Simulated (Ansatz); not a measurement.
# F$_{3}$HTi···HCl: what the fields show

The calculation's input:

```
crystal:
  periodic: [false, false, false]
  atoms:
    - { symbol: Ti, position_ang: [-0.5798, 0.4633, -0.1952] }
    - { symbol: Cl, position_ang: [0.9778, -1.914, -0.6674] }
    - { symbol: F, position_ang: [-1.5504, -0.0772, -1.4711] }
    - { symbol: F, position_ang: [-1.5506, 0.4342, 1.1948] }
    - { symbol: F, position_ang: [0.2536, 1.8388, -0.7306] }
    - { symbol: H, position_ang: [1.2613, -0.7562, 0.6316] }
    - { symbol: H, position_ang: [1.1881, 0.011, 1.2379] }
basis:
  gaussian: { orbitals: def2-SVP }
hamiltonian:
  xc: { name: BHLYP }
relax:
  f_tol: 0.15
  max_steps: 25
  restrain:
    - { distance: [0, 6], at: 1.91, k: 30.0 }
    - { distance: [5, 1], at: 1.33, k: 30.0 }
    - { distance: [0, 1], at: 3.92, k: 30.0 }
    - { distance: [5, 6], at: 1.92, k: 30.0 }
output:
  orbitals: {}
```

Command:

```sh
ansatz run input.yaml --threads 2 --pin off --max-ram 3072MiB --backend cpu --events-out ev --progress --plain --runs-dir out
```

The fields are those of the run's last geometry, not of the input's.

Not at a stationary point (largest force 1.7 eV/Å).

Computed with RKS BHLYP/def2-SVP in Ansatz 0.2.0.

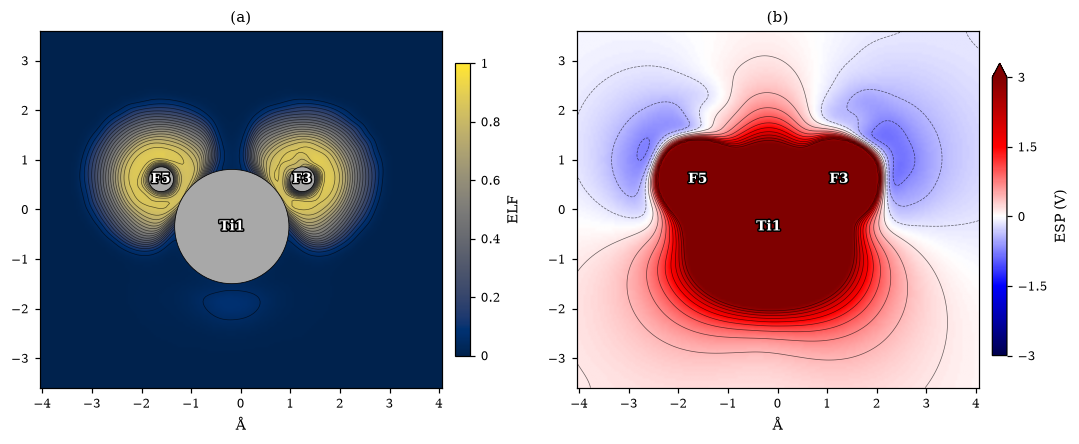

Figure 1. (a) electron localisation function; (b) electrostatic potential on the plane of atoms F3, Ti1 and F5. Grey discs cover the atomic cores in the ELF map.

What does the map show?

The section cuts through Ti and F sites.
Ti–F (1.71 Å): the ELF peaks at about 0.85 in the valence shell of F, 0.5 Å from its nucleus, and drops to about 0.20 between the two atoms.
Outside the dense part of the complex the potential is most negative (−0.8 V) near F3.

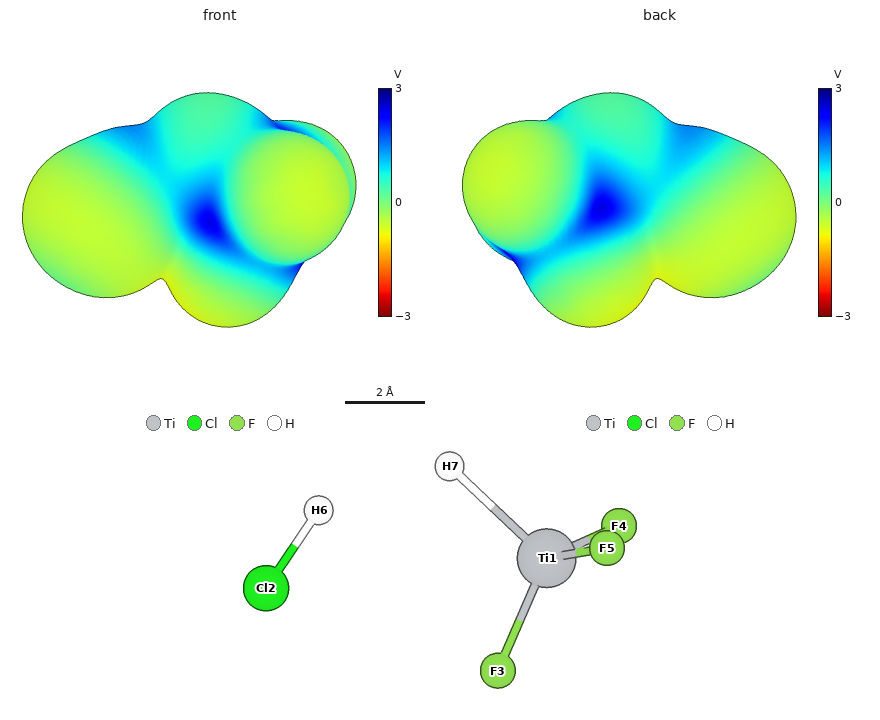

Figure 2. The electrostatic potential painted on the density surface at 0.001 e/bohr³, seen from the front and from behind; the colour scale runs from red (negative) to blue (positive). The bare structure is drawn below in the same view.

Where is the surface potential most negative and most positive?

The most negative region (about −0.8 V) lies over Cl2 and F3, the most positive (about +2.4 V) over Ti1.

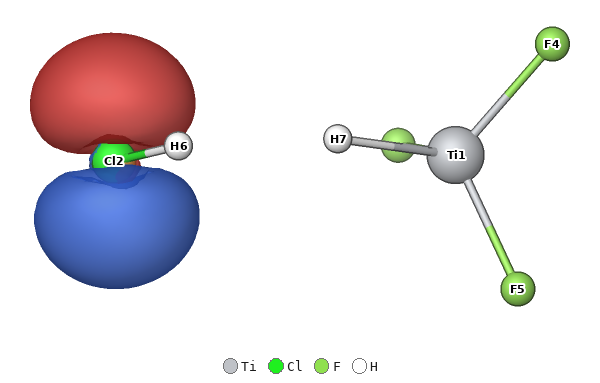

Figure 3. The HOMO−1 at ±0.2 Å⁻³ᐟ² (red and blue are the two phases), seen from one side.

What is the character of this orbital?

Its weight (Hirshfeld) is mainly on Cl2 (about 95 %); largely a lone pair of Cl2. Its energy is −10.38 eV.
